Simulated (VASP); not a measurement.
Band structure of MoSe2 (2H layered). Computed with PBEsol GGA, VASP's PBE PAW potentials (set 64) (plane waves; VASP).

Without a dispersion term in the relaxation, distances and binding between the weakly bound layers, chains or molecules are unreliable, and so is what depends on them.

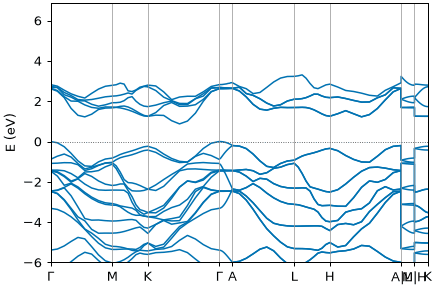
Bands along high-symmetry lines, zero at the valence-band maximum or, without a gap, the Fermi level

### Question
Read the plot: is there a gap, and where are the band edges?

### Answer
The gap is indirect, 0.87 eV, from the valence maximum at Γ to the conduction minimum at K-Γ at 0.44. (Edges off the drawn lines would not show.)

Measured: gap 1.09 eV (computed value off by -0.22 eV), as given by Li et al., (2013), arXiv:1302.0733.

The compound is MoSe2 in the 2H layered structure. It was relaxed first.
